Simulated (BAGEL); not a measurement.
# A workflow on C2H7NSi (SMILES C=C[SiH2]N)

We compute a single-point energy (HF/6-31G*), then the energy (NEVPT2(2,2)/6-31G*), then a single-point energy (CASPT2(2,2)/6-31G*) of C2H7NSi. 

The results are computed with BAGEL 1.2.2.

1 further run of the same task is left out (set aside as unsound or not needed).

### 1 The molecule

C2H7NSi: 11 atoms, total charge 0, spin state singlet. As SMILES, `C=C[SiH2]N`. The Si3–H8 distance was set to 3.423 Å, away from the relaxed value. At this shape a bond of the SMILES string is far longer than usual.

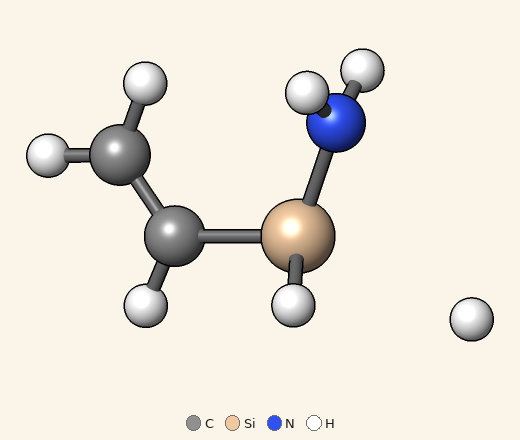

Viewed from a chosen angle; carbon grey, silicon light orange, nitrogen blue, hydrogen white.

### 2 The energy at HF/6-31G(d) (density fitting with svp-jkfit, spherical functions) (run 1)

Contents of hf.json:

```json
{ "bagel" : [

{
  "title" : "molecule",
  "basis" : "6-31gs.json",
  "df_basis" : "svp-jkfit",
  "angstrom" : false,
  "geometry" : [
    { "atom" : "C", "xyz" : [ -0.05671824,  2.75281507, -5.22501904 ] },
    { "atom" : "C", "xyz" : [  1.38967814,  2.51017423, -3.18392585 ] },
    { "atom" : "Si", "xyz" : [  2.34814723, -0.61373202, -1.86584188 ] },
    { "atom" : "N", "xyz" : [  1.22640580, -3.18224777, -3.49327401 ] },
    { "atom" : "H", "xyz" : [ -0.60662854,  4.58131407, -5.98034257 ] },
    { "atom" : "H", "xyz" : [ -0.75723971,  1.10610772, -6.23432176 ] },
    { "atom" : "H", "xyz" : [  2.03917700,  4.22623453, -2.24567683 ] },
    { "atom" : "H", "xyz" : [  0.18802775, -1.01402704,  4.21900255 ] },
    { "atom" : "H", "xyz" : [  5.15760306, -0.75017025, -1.85941681 ] },
    { "atom" : "H", "xyz" : [  1.98607570, -3.71571746, -5.15188663 ] },
    { "atom" : "H", "xyz" : [ -0.58149518, -3.74614205, -3.33283627 ] }
  ]
},
{
  "title" : "hf"
},
{
  "title" : "print",
  "file" : "orbitals.molden",
  "orbitals" : true
}

]}
```

The basis set 6-31G* is read from a file made from the Basis Set Exchange's data (not shown).

The run is started by

```bash
$ BAGEL_NUM_THREADS=1 BAGEL hf.json > hf.out
```

Output:

```text
* using 1 threads per process

  ===============================================================
  ===============================================================

  *** Geometry ***

  { "atom" : "C", "xyz" : [     -0.056718,      2.752815,     -5.225019 ] },
  { "atom" : "C", "xyz" : [      1.389678,      2.510174,     -3.183926 ] },
  { "atom" : "Si", "xyz" : [      2.348147,     -0.613732,     -1.865842 ] },
  { "atom" : "N", "xyz" : [      1.226406,     -3.182248,     -3.493274 ] },
  { "atom" : "H", "xyz" : [     -0.606629,      4.581314,     -5.980343 ] },
  { "atom" : "H", "xyz" : [     -0.757240,      1.106108,     -6.234322 ] },
  { "atom" : "H", "xyz" : [      2.039177,      4.226235,     -2.245677 ] },
  { "atom" : "H", "xyz" : [      0.188028,     -1.014027,      4.219003 ] },
  { "atom" : "H", "xyz" : [      5.157603,     -0.750170,     -1.859417 ] },
  { "atom" : "H", "xyz" : [      1.986076,     -3.715717,     -5.151887 ] },
  { "atom" : "H", "xyz" : [     -0.581495,     -3.746142,     -3.332836 ] },

  Number of auxiliary basis functions:      481

  Since a DF basis is specified, we compute 2- and 3-index integrals:
    o Being stored without compression. Storage requirement is 0.021 GB

  Number of basis functions:       74
  Number of electrons      :       40

    * METHOD: MOLECULE                             0.25

  *** RHF ***

  === Nuclear Repulsion ===
   154.9081026755

      * DIIS with orbital gradients will be used.

  === RHF iteration (6-31gs.json) ===
      0       -422.75099592          0.02050612           0.07
      1       -422.91364538          0.01064838           0.06
      2       -422.96229267          0.00184402           0.06
      3       -422.96408290          0.00059632           0.06
      4       -422.96423892          0.00009320           0.06
      5       -422.96424604          0.00003331           0.06
      6       -422.96424677          0.00001284           0.06
      7       -422.96424692          0.00000308           0.06
      8       -422.96424693          0.00000095           0.06
      9       -422.96424693          0.00000041           0.06
     10       -422.96424693          0.00000016           0.06
     11       -422.96424693          0.00000006           0.06
     12       -422.96424693          0.00000002           0.06
     13       -422.96424693          0.00000001           0.06
     14       -422.96424693          0.00000000           0.06
    * SCF iteration converged.

    * Permanent dipole moment:
           (   -0.054391,    -0.220459,     2.378855) a.u.

    * METHOD: HF                                   1.14

    * METHOD: PRINT                                0.01

  ===============================================================
```

Run time: 1.5 s. Hardware: 1 thread of Arm Neoverse V1, shared host; peak memory 0.14 GiB.

### 3 A single-point energy at NEVPT2(2,2)/6-31G(d) (density fitting with svp-jkfit, spherical functions) (run 2)

Contents of calc.json:

```json
{ "bagel" : [

{
  "title" : "molecule",
  "basis" : "6-31gs.json",
  "df_basis" : "svp-jkfit",
  "geometry" : [
    { "atom" : "C", "xyz" : [ -0.05671824,  2.75281507, -5.22501904 ] },
    { "atom" : "C", "xyz" : [  1.38967814,  2.51017423, -3.18392585 ] },
    { "atom" : "Si", "xyz" : [  2.34814723, -0.61373202, -1.86584188 ] },
    { "atom" : "N", "xyz" : [  1.22640580, -3.18224777, -3.49327401 ] },
    { "atom" : "H", "xyz" : [ -0.60662854,  4.58131407, -5.98034257 ] },
    { "atom" : "H", "xyz" : [ -0.75723971,  1.10610772, -6.23432176 ] },
    { "atom" : "H", "xyz" : [  2.03917700,  4.22623453, -2.24567683 ] },
    { "atom" : "H", "xyz" : [  0.18802775, -1.01402704,  4.21900255 ] },
    { "atom" : "H", "xyz" : [  5.15760306, -0.75017025, -1.85941681 ] },
    { "atom" : "H", "xyz" : [  1.98607570, -3.71571746, -5.15188663 ] },
    { "atom" : "H", "xyz" : [ -0.58149518, -3.74614205, -3.33283627 ] }
  ]
},
{
  "title" : "hf"
},
{
  "title" : "nevpt2",
  "nstate" : 1,
  "nact" : 2,
  "nclosed" : 19,
  "active" : [20, 21],
  "maxiter" : 200,
  "natocc" : true,
  "ncore" : 8
},
{
  "title" : "print",
  "file" : "orbitals.molden",
  "orbitals" : true
}

]}
```

The basis set 6-31G* is read from a file made from the Basis Set Exchange's data (not shown).

The run is started by

```bash
$ BAGEL_NUM_THREADS=1 BAGEL calc.json > calc.out
```

Output:

```text
* using 1 threads per process

  ===============================================================
  ===============================================================

  *** Geometry ***

  { "atom" : "C", "xyz" : [     -0.056718,      2.752815,     -5.225019 ] },
  { "atom" : "C", "xyz" : [      1.389678,      2.510174,     -3.183926 ] },
  { "atom" : "Si", "xyz" : [      2.348147,     -0.613732,     -1.865842 ] },
  { "atom" : "N", "xyz" : [      1.226406,     -3.182248,     -3.493274 ] },
  { "atom" : "H", "xyz" : [     -0.606629,      4.581314,     -5.980343 ] },
  { "atom" : "H", "xyz" : [     -0.757240,      1.106108,     -6.234322 ] },
  { "atom" : "H", "xyz" : [      2.039177,      4.226235,     -2.245677 ] },
  { "atom" : "H", "xyz" : [      0.188028,     -1.014027,      4.219003 ] },
  { "atom" : "H", "xyz" : [      5.157603,     -0.750170,     -1.859417 ] },
  { "atom" : "H", "xyz" : [      1.986076,     -3.715717,     -5.151887 ] },
  { "atom" : "H", "xyz" : [     -0.581495,     -3.746142,     -3.332836 ] },

  Number of auxiliary basis functions:      481

  Since a DF basis is specified, we compute 2- and 3-index integrals:
    o Being stored without compression. Storage requirement is 0.021 GB

  Number of basis functions:       74
  Number of electrons      :       40

    * METHOD: MOLECULE                             0.27

  *** RHF ***

  === Nuclear Repulsion ===
   154.9081026755

      * DIIS with orbital gradients will be used.

  === RHF iteration (6-31gs.json) ===
      0       -422.75099592          0.02050612           0.07
      1       -422.91364538          0.01064838           0.07
      2       -422.96229267          0.00184402           0.07
      3       -422.96408290          0.00059632           0.06
      4       -422.96423892          0.00009320           0.07
      5       -422.96424604          0.00003331           0.07
      6       -422.96424677          0.00001284           0.07
      7       -422.96424692          0.00000308           0.07
      8       -422.96424693          0.00000095           0.07
      9       -422.96424693          0.00000041           0.07
     10       -422.96424693          0.00000016           0.07
     11       -422.96424693          0.00000006           0.07
     12       -422.96424693          0.00000002           0.06
     13       -422.96424693          0.00000001           0.06
     14       -422.96424693          0.00000000           0.06
    * SCF iteration converged.

    * Permanent dipole moment:
           (   -0.054391,    -0.220459,     2.378855) a.u.

    * METHOD: HF                                   1.18

    * freezing 8 orbitals
  ---------------------------
      CASSCF calculation
  ---------------------------

    ==== Active orbitals : =====
         Orbital 20
         Orbital 21
    ============================

    * nstate   :      1
    * nclosed  :     19
    * nact     :      2
    * nvirt    :     53
  === CASSCF iteration (6-31gs.json) ===

    * Using the second-order algorithm

      0  0      -423.02762889     6.93e-03      0.03

      1  0      -423.05181339     9.29e-04      0.34

      2  0      -423.05232359     2.56e-04      0.34

      3  0      -423.05234517     6.82e-05      0.33

      4  0      -423.05234665     1.79e-05      0.33

      5  0      -423.05234675     4.68e-06      0.34

      6  0      -423.05234676     1.22e-06      0.33

      7  0      -423.05234676     3.20e-07      0.32

      8  0      -423.05234676     8.36e-08      0.30

      9  0      -423.05234676     2.19e-08      0.28

     10  0      -423.05234676     5.73e-09      0.26

    * Second-order optimization converged. *

     guess   0:   closed 1.                   open ..

  === FCI iteration ===

      0  0      -422.94587656     8.48e-02      0.00
      1  0      -423.04363816     2.54e-02      0.00
      2  0 *    -423.05234676     5.72e-16      0.00

     * ci vector, state   0, <S^2> = 0.0000
       2.     0.8411760782
       .2    -0.5407613203

  === DF-NEVPT2 calculation ===

    * 3-index integral transformation done
    * assembly done

      NEVPT2 correlation energy:   -0.4778174731      0.14

          (+0)     -0.4474653879
          (+0)'    -0.0030337078
          (+1)     -0.0094818641
          (+1)'    -0.0000000000
          (+2)     -0.0000798267
          (-1)     -0.0176377038
          (-1)'     0.0000000000
          (-2)     -0.0001189829

      NEVPT2 total energy:       -423.5301642327

    * METHOD: NEVPT2                               3.62

    * METHOD: PRINT                                0.01

  ===============================================================
```

It took 5.4 s on 1 thread of Arm Neoverse V1, shared host; peak memory 0.14 GiB.

### 4 A single-point energy at CASPT2(2,2)/6-31G(d) (density fitting with svp-jkfit, spherical functions) (run 3)

Contents of input.json:

```json
{ "bagel" : [

{
  "title" : "molecule",
  "basis" : "6-31gs.json",
  "df_basis" : "svp-jkfit",
  "angstrom" : "false",
  "geometry" : [
    { "atom" : "C", "xyz" : [ -0.05671824,  2.75281507, -5.22501904 ] },
    { "atom" : "C", "xyz" : [  1.38967814,  2.51017423, -3.18392585 ] },
    { "atom" : "Si", "xyz" : [  2.34814723, -0.61373202, -1.86584188 ] },
    { "atom" : "N", "xyz" : [  1.22640580, -3.18224777, -3.49327401 ] },
    { "atom" : "H", "xyz" : [ -0.60662854,  4.58131407, -5.98034257 ] },
    { "atom" : "H", "xyz" : [ -0.75723971,  1.10610772, -6.23432176 ] },
    { "atom" : "H", "xyz" : [  2.03917700,  4.22623453, -2.24567683 ] },
    { "atom" : "H", "xyz" : [  0.18802775, -1.01402704,  4.21900255 ] },
    { "atom" : "H", "xyz" : [  5.15760306, -0.75017025, -1.85941681 ] },
    { "atom" : "H", "xyz" : [  1.98607570, -3.71571746, -5.15188663 ] },
    { "atom" : "H", "xyz" : [ -0.58149518, -3.74614205, -3.33283627 ] }
  ]
},
{ "title" : "hf", "charge" : 0 },
{ "title" : "casscf", "nstate" : 1, "nact" : 2, "nclosed" : 19, "charge" : 0, "active" : [20, 21], "maxiter" : 200, "natocc" : "true" },
{ "title" : "print", "file" : "orbitals.molden", "orbitals" : "true" },
{ "title" : "smith", "method" : "caspt2", "ms" : "true", "xms" : "true", "sssr" : "true", "shift" : 0.2, "shift_imag" : "true", "ncore" : 8 }

]}
```

The basis set 6-31G* is read from a file made from the Basis Set Exchange's data (not shown).

The run is started by

```bash
$ BAGEL_NUM_THREADS=1 BAGEL input.json > input.out
```

Output:

```text
* using 1 threads per process

  ===============================================================
  ===============================================================

  *** Geometry ***

  { "atom" : "C", "xyz" : [     -0.056718,      2.752815,     -5.225019 ] },
  { "atom" : "C", "xyz" : [      1.389678,      2.510174,     -3.183926 ] },
  { "atom" : "Si", "xyz" : [      2.348147,     -0.613732,     -1.865842 ] },
  { "atom" : "N", "xyz" : [      1.226406,     -3.182248,     -3.493274 ] },
  { "atom" : "H", "xyz" : [     -0.606629,      4.581314,     -5.980343 ] },
  { "atom" : "H", "xyz" : [     -0.757240,      1.106108,     -6.234322 ] },
  { "atom" : "H", "xyz" : [      2.039177,      4.226235,     -2.245677 ] },
  { "atom" : "H", "xyz" : [      0.188028,     -1.014027,      4.219003 ] },
  { "atom" : "H", "xyz" : [      5.157603,     -0.750170,     -1.859417 ] },
  { "atom" : "H", "xyz" : [      1.986076,     -3.715717,     -5.151887 ] },
  { "atom" : "H", "xyz" : [     -0.581495,     -3.746142,     -3.332836 ] },

  Number of auxiliary basis functions:      481

  Since a DF basis is specified, we compute 2- and 3-index integrals:
    o Being stored without compression. Storage requirement is 0.021 GB

  Number of basis functions:       74
  Number of electrons      :       40

    * METHOD: MOLECULE                             0.26

  *** RHF ***

  === Nuclear Repulsion ===
   154.9081026755

      * DIIS with orbital gradients will be used.

  === RHF iteration (6-31gs.json) ===
      0       -422.75099592          0.02050612           0.07
      1       -422.91364538          0.01064838           0.06
      2       -422.96229267          0.00184402           0.07
      3       -422.96408290          0.00059632           0.06
      4       -422.96423892          0.00009320           0.06
      5       -422.96424604          0.00003331           0.06
      6       -422.96424677          0.00001284           0.06
      7       -422.96424692          0.00000308           0.06
      8       -422.96424693          0.00000095           0.06
      9       -422.96424693          0.00000041           0.06
     10       -422.96424693          0.00000016           0.06
     11       -422.96424693          0.00000006           0.06
     12       -422.96424693          0.00000002           0.06
     13       -422.96424693          0.00000001           0.06
     14       -422.96424693          0.00000000           0.06
    * SCF iteration converged.

    * Permanent dipole moment:
           (   -0.054391,    -0.220459,     2.378855) a.u.

    * METHOD: HF                                   1.14

  ---------------------------
      CASSCF calculation
  ---------------------------

    ==== Active orbitals : =====
         Orbital 20
         Orbital 21
    ============================

    * nstate   :      1
    * nclosed  :     19
    * nact     :      2
    * nvirt    :     53
  === CASSCF iteration (6-31gs.json) ===

    * Using the second-order algorithm

      0  0      -423.02762889     6.93e-03      0.02

      1  0      -423.05181339     9.29e-04      0.33

      2  0      -423.05232359     2.56e-04      0.33

      3  0      -423.05234517     6.82e-05      0.34

      4  0      -423.05234665     1.79e-05      0.34

      5  0      -423.05234675     4.68e-06      0.34

      6  0      -423.05234676     1.22e-06      0.34

      7  0      -423.05234676     3.20e-07      0.32

      8  0      -423.05234676     8.36e-08      0.30

      9  0      -423.05234676     2.19e-08      0.29

     10  0      -423.05234676     5.73e-09      0.26

    * Second-order optimization converged. *

     guess   0:   closed 1.                   open ..

  === FCI iteration ===

      0  0      -422.94587656     8.48e-02      0.00
      1  0      -423.04363816     2.54e-02      0.00
      2  0 *    -423.05234676     5.72e-16      0.00

     * ci vector, state   0, <S^2> = 0.0000
       2.     0.8411760782
       .2    -0.5407613203

    * METHOD: CASSCF                               3.37

    * METHOD: PRINT                                0.01

  === SMITH program ===

    * freezing 8 orbitals

    * Approximate memory requirement for SMITH calulation per MPI process:
      o Storage requirement for T-amplitude, lambda, and residual is 0.01 GB
      o Storage requirement for MO integrals is 0.00 GB
    * Calculating and saving rdm4f

    * Zeroth order energy : state  0       -0.3393001620

    * CASPT2 iteration is performed using orthogonal basis

      -------------------------------------------  CASPT2 iteration  ---------------------------------------------------
       #      aibj      arbs      arbi      airj      risj      airs      arst      rist         Etot      error   time
      ------------------------------------------------------------------------------------------------------------------

       0  -0.44523  -0.00017  -0.01912  -0.01057  -0.00014  -0.00309  -0.00000   0.00000   -0.4783154  0.0003706   0.08
       1  -0.44525  -0.00017  -0.01913  -0.01059  -0.00014  -0.00312   0.00000  -0.00000   -0.4784013  0.0000428   0.07
       2  -0.44525  -0.00017  -0.01913  -0.01059  -0.00014  -0.00312  -0.00000  -0.00000   -0.4784025  0.0000050   0.07
       3  -0.44525  -0.00017  -0.01913  -0.01059  -0.00014  -0.00312  -0.00000   0.00000   -0.4784025  0.0000006   0.07

      ------------------------------------------------------------------------------------------------------------------

    * CASPT2 energy : state  0     -423.5338192722
        w/o shift correction       -423.5307492335
        reference weight              0.8519159077

    * METHOD: SMITH                                0.50

  ===============================================================
```

It took 5.7 s on 1 thread of Arm Neoverse V1, shared host; peak memory 0.14 GiB.

### 5 What came out

```
                               quantity          value
         run 1, HF/6-31G*: total energy  -422.96425 Eh
        run 1, HF/6-31G*: dipole moment         6.07 D
          run 1, HF/6-31G*: HOMO energy       -6.94 eV
          run 1, HF/6-31G*: LUMO energy       -0.24 eV
        run 1, HF/6-31G*: HOMO–LUMO gap        6.70 eV
run 2, NEVPT2(2,2)/6-31G*: total energy  -423.53016 Eh
run 3, CASPT2(2,2)/6-31G*: total energy  -423.53382 Eh
```

In words: One bond (run 1, HF/6-31G*) is far stretched, which a spin-restricted single reference describes badly; a broken-symmetry solution may lie lower.
